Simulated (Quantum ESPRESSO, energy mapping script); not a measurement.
# MnS: exchange couplings from total energies, part 3 of 3

Wanted: the magnetic order of MnS, its couplings and an estimate of its ordering temperature, by PBE+U (4 eV), QE, GBRV.

PBE with U = 4 eV on Mn d, ortho-atomic projectors; plane waves, U on orthogonalised atomic orbitals unless named otherwise, collinear spin, no spin–orbit coupling.

So far. Step 9 (Uncompensated ++− start in cell D (6 atoms)): The run ends ferrimagnetic, 39.76 meV a magnetic atom below the parallel order of its cell. Step 10 (Parallel start in cell E (6 atoms)): The run ends ferromagnetic. For each magnetic atom its energy differs from the parallel run of the first cell by 0.69 meV, an error that one common reference would have brought in.

The database entry behind the starting cell differs from later determinations by our own check (an axis about 0.2 % short against later determinations), so it need not match the best structure at ambient conditions.

## 11. Order 10: uncompensated ++−, cell E of 6 atoms

Level of this step: PBE with U = 4 eV on Mn d, ortho-atomic projectors, GBRV potentials (Quantum ESPRESSO).

This order reverses 5.33 of the 12 neighbours at 3.68 Å, 1.33 of the 6 neighbours at 5.21 Å and 16 of the 24 neighbours at 6.38 Å, counted for an average magnetic atom.

Input file pw.in:

```
&control
  calculation = 'scf'
  prefix = 'pw'
  outdir = './tmp/'
  pseudo_dir = './pseudo/'
  verbosity = 'low'
/
&system
  ibrav = 0
  nat = 6
  ntyp = 3
  ecutwfc = 45
  ecutrho = 360
  nbnd = 49
  occupations = 'smearing'
  smearing = 'fd'
  degauss = 0.00367493
  nspin = 2
  starting_magnetization(1) = 0.3000
  starting_magnetization(2) = -0.3000
/
&electrons
  conv_thr = 1.5e-08
  electron_maxstep = 120
  mixing_beta = 0.3
  mixing_mode = 'plain'
/
ATOMIC_SPECIES
  Mn1 54.9380 Mn.upf
  Mn2 54.9380 Mn.upf
  S 32.0600 S.upf
CELL_PARAMETERS angstrom
  0.00000000 2.60450000 2.60450000
  0.00000000 2.60450000 -2.60450000
  -7.81350000 -2.60450000 0.00000000
ATOMIC_POSITIONS crystal
  Mn1 0.00000000 0.00000000 0.00000000
  Mn1 0.33333333 0.33333333 0.66666667
  Mn2 0.66666667 0.66666667 0.33333333
  S 0.83333333 0.83333333 0.66666667
  S 0.16666667 0.16666667 0.33333333
  S 0.50000000 0.50000000 0.00000000
K_POINTS automatic
  6 6 6 0 0 0
HUBBARD {ortho-atomic}
U Mn1-3d 4
U Mn2-3d 4
```

The run is started by

```console
$ OMP_NUM_THREADS=1 mpirun -n 8 pw.x -nk 8 -in pw.in > pw.out
```

Output:

```text
[banner, memory and clock lines left out]
Program PWSCF v.7.5 starts
[...]
unit-cell volume          =     715.3539 (a.u.)^3
     number of atoms/cell      =            6
[...]
number of electrons       =        63.00
     number of Kohn-Sham states=           49
     kinetic-energy cutoff     =      45.0000  Ry
     charge density cutoff     =     360.0000  Ry
[...]
The total energy is F=E-TS. E is the sum of the following terms:
     one-electron contribution =    -397.47532185 Ry
     hartree contribution      =     221.64263913 Ry
     xc contribution           =    -105.79670436 Ry
     ewald contribution        =    -424.47984633 Ry
     Hubbard energy            =       0.12524885 Ry
     total magnetization       =     5.00 Bohr mag/cell
     absolute magnetization    =    14.58 Bohr mag/cell
     convergence has been achieved in  12 iterations
[key lines of the parts left out:]
!    total energy              =    -705.98398457 Ry
the Fermi energy is    10.7001 ev
```

Run time: 52 s. Hardware: 8 MPI ranks of Intel Xeon Platinum 8375C at 2.90GHz (Ice Lake), shared host; peak memory 1.4 GiB.

The run ends ferrimagnetic, 28.05 meV a magnetic atom below the parallel order of its cell.

## 12. From energies to couplings

Each energy difference is a sum of couplings weighted by the pairs that the order reverses. A few near shells are fitted to the differences by least squares. Energies are those extrapolated to zero occupation width, not the free energies F.

The orders side by side; each is measured from the parallel order in the same cell and on the same mesh:

| order | atoms | energy (meV a magnetic atom) | moments (μB) | moments kept as typed | opposed neighbours at 3.68, 5.21, 6.38 Å |
| --- | --- | --- | --- | --- | --- |
| parallel in cell A | 4 | 0.00 | 4.51 | yes | 0, 0, 0 |
| compensated +− in cell A | 4 | -56.85 | 4.43 | yes | 6, 6, 12 |
| parallel in cell B | 4 | 0.00 | 4.51 | yes | 0, 0, 0 |
| compensated +− in cell B | 4 | -21.44 | 4.48 | yes | 8, 0, 16 |
| parallel in cell C | 6 | 0.00 | 4.51 | yes | 0, 0, 0 |
| uncompensated ++− in cell C | 6 | -44.20 | 4.42 to 4.46 | yes | 4, 4, 12 |
| parallel in cell D | 6 | 0.00 | 4.51 | yes | 0, 0, 0 |
| uncompensated ++− in cell D | 6 | -39.76 | 4.43 to 4.47 | yes | 6.67, 2.67, 8 |
| parallel in cell E | 6 | 0.00 | 4.51 | yes | 0, 0, 0 |
| uncompensated ++− in cell E | 6 | -28.05 | 4.46 to 4.48 | yes | 5.33, 1.33, 16 |

The Heisenberg fit (each pair counts twice, positive J is ferromagnetic):

| pair | distance (Å) | neighbours | J (meV) |
| --- | --- | --- | --- |
| Mn–Mn | 3.68 | 12 | -1.01 |
| Mn–Mn | 5.21 | 6 | -3.49 |
| Mn–Mn | 6.38 | 24 | -0.151 |
| Mn–Mn | 7.37 | 12 | -0.400 |

Adding the shell at 8.24 Å gives -0.86, -3.4, -0.13, -0.43 and -0.12 meV and a mean-field temperature of 118 K, an exact solve that tests nothing.

In mean field these couplings order at 125 K, at q = (0.50, 0.50, 0.50) in fractions of the conventional cell's reciprocal vectors, and give a Curie–Weiss temperature of -320 K.

## 13. Ordering temperature by Monte Carlo

Mean field ignores fluctuations and overstates the ordering temperature, so the model is also sampled. The heat capacity peaks where order sets in.

Classical unit spins with these couplings on 8×8×4 copies of a cell that holds the lowest order (512 spins), heat-bath sweeps, cooled from random directions, 831 sweeps to settle and 2493 measured at each temperature, averaged over 8 runs.

| T (K) | order along the lowest pattern | net moment | heat capacity (k_B a spin) |
| --- | --- | --- | --- |
| 15.0 | 0.43 | 0.01 | 1.03 |
| 25.6 | 0.39 | 0.01 | 1.08 |
| 41.6 | 0.39 | 0.01 | 1.19 |
| 52.2 | 0.36 | 0.01 | 1.30 |
| 62.9 | 0.31 | 0.01 | 1.53 |
| 73.5 | 0.26 | 0.02 | 1.88 |
| 78.9 | 0.22 | 0.02 | 1.80 |
| 89.5 | 0.16 | 0.02 | 1.17 |
| 100 | 0.12 | 0.02 | 0.66 |
| 111 | 0.10 | 0.02 | 0.49 |
| 127 | 0.08 | 0.02 | 0.35 |
| 137 | 0.08 | 0.02 | 0.29 |

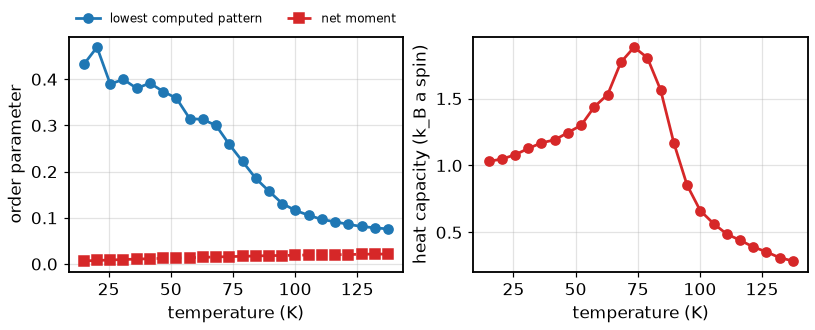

Order parameter and heat capacity against temperature.

The smoothed heat capacity peaks at 73.9 K. The order column follows one pattern alone; equivalent domains or another pattern share the rest.

## 14. Results

```json
{
 "lowest order tried": "compensated +− in cell A",
 "largest fitted value, Mn–Mn at 5.21 Å": "-3.49 meV",
 "ordering temperature, mean field": "125 K",
 "heat-capacity peak, Monte Carlo": "73.9 K"
}
```

Of the orders tried, MnS prefers the order “compensated +− in cell A” under PBE+U (4 eV), QE, GBRV, with 6 of 12 neighbours at 3.68 Å, 6 of 6 neighbours at 5.21 Å and 12 of 24 neighbours at 6.38 Å opposed, and the heat capacity of the fitted model peaks near 74 K (Monte Carlo, classical spins). The largest fitted coupling is the Mn–Mn pair at 5.21 Å, antiferromagnetic at -3.5 meV, across a ligand at about 180°. The straight metal–ligand–metal path outweighs the right-angled one, the pattern expected of superexchange through one ligand p orbital, which these runs do not test. The orders also reverse pairs at 8.24 Å, which are not fitted, so the fitted values hold their part too. With 5 differences for 4 couplings the fit misses by 1.4 meV at most, a small part of the spread. In the fitted orders moments change by up to 2.0 % against the parallel run of the same cell, so their size stays put. Monte Carlo puts the peak at 0.59 of the mean-field temperature, since mean field leaves out fluctuations. In tests on simple cubic and body-centred models such peaks lay 5 to 6 % under the bulk value. On cooling, the order along the one computed pattern stays at or under 0.47: the model settles in an equivalent domain, a degenerate mixture or another order. The Curie–Weiss temperature is 4.3 times the peak temperature in size, a mark of frustration. The parallel order holds 5 μB a magnetic atom, spin 2.5; the common factor (S+1)/S would raise the classical 73.9 K to 103 K, a correction that often overshoots. The classical value and the one scaled by (S+1)/S differ by a factor of 1.4, so closeness of either to the measured temperature is partly a matter of convention.

Computed beside measured:

| quantity | measured | PBE+U (4 eV), QE, GBRV, Monte Carlo | PBE+U (4 eV), QE, GBRV, Monte Carlo × (S+1)/S |
| --- | --- | --- | --- |
| ordering temperature (spin model) (K) | 150 | 74 (-50.7 %) | 103 (-31.0 %) |

Measured values from arxiv:1108.4537 (2011).

How well it matches: For the ordering temperature, of the levels listed nearest comes PBE+U (4 eV), QE, GBRV, Monte Carlo × (S+1)/S (-31.0 %, a clear miss) and farthest PBE+U (4 eV), QE, GBRV, Monte Carlo (-50.7 %, a clear miss). A U picked for its result is no test. No cell relaxation is part of this session.

[Logs and program files are shortened in this print: banners, set-up blocks, solver, clock and traceback lines can be left out without a mark of their own.]

[Logs are printed without paths, hosts, clocks, repeated set-up lines and the standing remarks that a program may print on its own settings, such as how far it seeks lower states.]

[Hosts, paths, dates, database ids (printed as entryN), source tags and the programs' standing remarks are cut or masked in the printed files.]

[Where a cell is said to come from a database of computed structures, the database is the Materials Project.]
